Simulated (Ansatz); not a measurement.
# CH2ClF (chlorofluoromethane): levels of theory compared

Wanted: a comparison of 6 runs (PBE/STO-3G, PBE0/STO-3G, wB97X/STO-3G, UMP2/STO-3G, BCCD(T)/STO-3G, FCI/STO-3G) of CH2ClF (chlorofluoromethane). 

The calculation is run with Ansatz 0.2.0.

70 further runs of the same task are left out: 2 that didn't finish, 68 set aside as unsound or not needed.

**1. The system as given**

CH2ClF has 5 atoms, charge 0, and is taken as a singlet. SMILES: `FCCl`. The H4–C2 distance was set to 2.723 Å, away from the relaxed value. At this shape a bond of the SMILES string is far longer than usual.

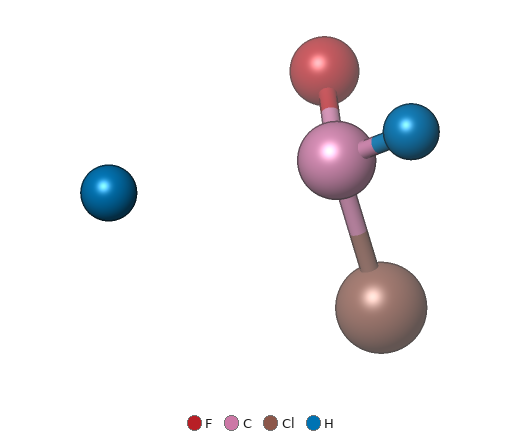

Viewed from a chosen angle; fluorine red, carbon pink, chlorine brown, hydrogen blue.

**2. The energy at PBE/STO-3G (run 1)**

Input file molecule.yaml:

```yaml
crystal:
  periodic: [false, false, false]
  atoms:
    - symbol: F
      position_ang: [-2.093297, 1.148396, -0.264758]
    - symbol: C
      position_ang: [-1.039287, 0.677196, -0.973188]
    - symbol: Cl
      position_ang: [-1.545817, -0.645014, -2.029318]
    - symbol: H
      position_ang: [0.832130, -0.302600, 0.745580]
    - symbol: H
      position_ang: [-0.645127, 1.473546, -1.603338]
basis:
  gaussian:
    orbitals: STO-3G
hamiltonian:
  xc: {name: PBE}
accuracy: high
```

On the command line:

```bash
$ ansatz run molecule.yaml --threads 1 --pin off --max-ram 3480MiB --events-out events.jsonl --progress --plain --runs-dir runs
```

The program printed:

```text
Warning: RAYON_NUM_THREADS=1 ignored (pool sized by the plan → 1); use --threads N
Functional definition: PBE
  name "PBE"
  parameter kappa = 0.804
  parameter beta = 0.06672455060314922
  exchange = pbe_x(kappa = kappa, mu = beta*pi^2/3)
  correlation = pbe_c(beta = beta)
373 factors; integrals over basis functions are off by at most 3.3e-8 eV
mean field evaluation 1: about -16093.9918 eV, gradient 3.2e1 eV
mean field evaluation 2: about -16077.7020 eV, gradient 6.8e1 eV
mean field evaluation 4: about -16094.0364 eV, gradient 2.2e1 eV
mean field evaluation 8: about -16095.4198 eV, gradient 2.3e1 eV
mean field evaluation 16: about -16104.4731 eV, gradient 1.5e-6 eV
mean field -16104.47314502 eV, -591.8284720755 hartree, gradient 1.3e-8 eV, S^2 0.000000; 0 other end points of the search recorded, 0 dependent functions left out
reference -16104.47314674 eV, -591.8284721386 hartree; 17, 17 occupied and 4, 4 virtual orbitals, 373 factors
Total energy: -16104.47314674 eV, -591.8284721386 hartree
```

Run time: 1.4 s. Hardware: 1 thread of Arm Neoverse V1, shared host; peak memory 0.095 GiB.

**3. A single-point energy at PBE0/STO-3G (run 2)**

Input file in.yaml:

```yaml
crystal:
  periodic: [false, false, false]
  atoms:
    - symbol: F
      position_ang: [-2.093297, 1.148396, -0.264758]
    - symbol: C
      position_ang: [-1.039287, 0.677196, -0.973188]
    - symbol: Cl
      position_ang: [-1.545817, -0.645014, -2.029318]
    - symbol: H
      position_ang: [0.832130, -0.302600, 0.745580]
    - symbol: H
      position_ang: [-0.645127, 1.473546, -1.603338]
basis:
  gaussian: {orbitals: STO-3G}
hamiltonian: {xc: {name: PBE0}}
accuracy: high
```

On the command line:

```bash
$ ansatz run in.yaml --threads 1 --pin off --max-ram 3480MiB --events-out events.jsonl --progress --plain --runs-dir runs
```

The program printed:

```text
Warning: RAYON_NUM_THREADS=1 ignored (pool sized by the plan → 1); use --threads N
Functional definition: PBE0
  name "PBE0"
  parameter a = 0.25
[... 2 set-up lines as earlier in the session ...]
  exchange = (1 - a)*pbe_x(kappa = kappa, mu = beta*pi^2/3) + a*exact_x
[... 1 set-up line as earlier in the session ...]
373 factors; integrals over basis functions are off by at most 3.3e-8 eV
mean field evaluation 1: about -16096.9167 eV, gradient 3.3e1 eV
mean field evaluation 2: about -16087.8147 eV, gradient 5.1e1 eV
mean field evaluation 4: about -16101.3599 eV, gradient 2.2e1 eV
mean field evaluation 8: about -16102.9743 eV, gradient 2.1e1 eV
mean field evaluation 16: about -16106.1327 eV, gradient 2.9e-6 eV
mean field -16106.13271057 eV, -591.8894599846 hartree, gradient 3.3e-8 eV, S^2 0.000000; 0 other end points of the search recorded, 0 dependent functions left out
reference -16106.13271186 eV, -591.8894600320 hartree; 17, 17 occupied and 4, 4 virtual orbitals, 373 factors
Total energy: -16106.13271186 eV, -591.8894600320 hartree
```

Wall time 1.4 s (1 thread of Arm Neoverse V1, shared host); peak memory 0.095 GiB.

Runs 3 to 5 aren't shown in full; the table further down has their settings and results.

**4. A single-point energy at FCI/STO-3G (run 6)**

Input file job.yaml:

```yaml
crystal:
  periodic: [false, false, false]
  atoms:
    - {symbol: F, position_ang: [-2.093297, 1.148396, -0.264758]}
    - {symbol: C, position_ang: [-1.039287, 0.677196, -0.973188]}
    - {symbol: Cl, position_ang: [-1.545817, -0.645014, -2.029318]}
    - {symbol: H, position_ang: [0.832130, -0.302600, 0.745580]}
    - {symbol: H, position_ang: [-0.645127, 1.473546, -1.603338]}
basis:
  gaussian: {orbitals: STO-3G}
total_charge: 0
correlation: {method: fci, frozen_orbitals: {C: 1, Cl: 5, F: 1, H: 0}}
accuracy: high
```

On the command line:

```bash
$ ansatz run job.yaml --threads 1 --pin off --max-ram 3480MiB --events-out events.jsonl --progress --plain --runs-dir runs
```

The program printed:

```text
Warning: RAYON_NUM_THREADS=1 ignored (pool sized by the plan → 1); use --threads N
Functional definition: HF
  name "HF"
  exchange = exact_x
  correlation = 0
373 factors; integrals over basis functions are off by at most 3.3e-8 eV
mean field evaluation 1: about -16067.2257 eV, gradient 3.9e1 eV
mean field evaluation 2: about -16067.3100 eV, gradient 3.9e1 eV
mean field evaluation 4: about -16076.9979 eV, gradient 2.2e0 eV
mean field evaluation 8: about -16077.0298 eV, gradient 9.1e-2 eV
mean field evaluation 16: about -16073.9294 eV, gradient 3.5e-1 eV
mean field -16077.02986061 eV, -590.8199499753 hartree, gradient 8.1e-9 eV, S^2 0.000000; 1 other end points of the search recorded, 0 dependent functions left out; unrestricted orbitals would lower it
unrestricted determinant -16082.08466683 eV, -591.0057106776 hartree, S^2 0.9918
7 core orbitals not correlated: weight in the atoms' cores, before any rotation towards them, 1.000 or more for the frozen orbitals, at most 0.000 for the correlated occupied ones
reference -16077.02986061 eV, -590.8199499753 hartree; 10, 10 occupied and 4, 4 virtual orbitals, 373 factors
state -16084.67567236 eV, -591.1009283745 hartree
Total energy: -16084.67567236 eV, -591.1009283745 hartree
```

Run time: 4.2 s. Hardware: 1 thread of Arm Neoverse V1, shared host; peak memory 0.14 GiB.

**5. The series**

| run | level | frozen core orbitals | energy (Eh) | wall time |
| --- | --- | --- | --- | --- |
| 1 | PBE/STO-3G | – | -591.828472 | 1.4 s |
| 2 | PBE0/STO-3G | – | -591.889460 | 1.4 s |
| 3 | wB97X/STO-3G | – | -592.116403 | 5.1 s |
| 4 | UMP2/STO-3G | 7 | -591.072539 | 0.4 s |
| 5 | BCCD(T)/STO-3G | 7 | -591.102172 | 0.26 s |
| 6 | FCI/STO-3G | 7 | -591.100928 | 4.2 s |

**6. Results**

| quantity | value |
| --- | --- |
| run 6: total energy | -591.10093 Eh |
| run 6: correlation energy (7 core orbitals frozen) | -281.0 mEh |

In words: Against full CI in this basis: UMP2 +28.4 mEh; BCCD(T) -1.2 mEh. Totals of different functionals can't be ranked against each other. In run 5 the log says that unrestricted orbitals would lower the reference, so the values rest on an unstable closed-shell determinant (other closed-shell runs at this shape may share the fault). In runs 1, 2, 3, 4, 5, 6 the basis is minimal, so the values are rough. In runs 1, 2, 3 a closed-shell determinant meets a far-stretched bond, which it describes badly. Spin contamination of the reference: run 4 ⟨S²⟩ = 0.99. Where it is this large, the reference is a mixture of spin states, and values that rest on it are in doubt. All runs together took 13 s, the longest 5.1 s.
